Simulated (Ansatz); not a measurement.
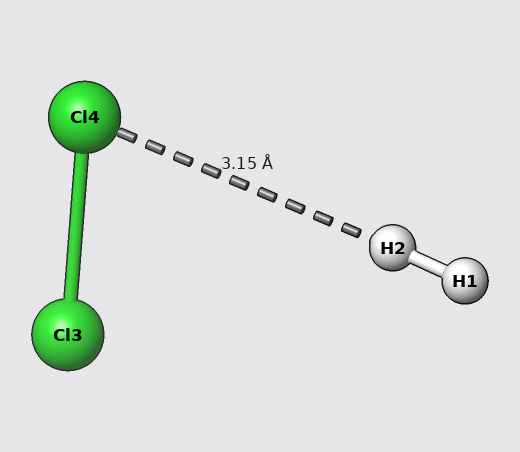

Two molecules or ions; the broken line marks their closest contact (measured against van der Waals radii). The geometry was computed by an optimisation with PBE0-D4/def2-TZVP. No frequency run is at hand to confirm it as a minimum. Program: Ansatz 0.2.0.

### Which two species are they?

H2 and Cl2 (`ClCl.[H][H]`).

Give the counterpoise-corrected interaction energy (kJ/mol, monomers kept as in the pair) with RHF-CCSD(T) (frozen core)/def2-TZVPPD.

```json
{"level": "RHF-CCSD(T) (frozen core)/def2-TZVPPD", "interaction energy (kJ/mol)": "−1.0"}
```
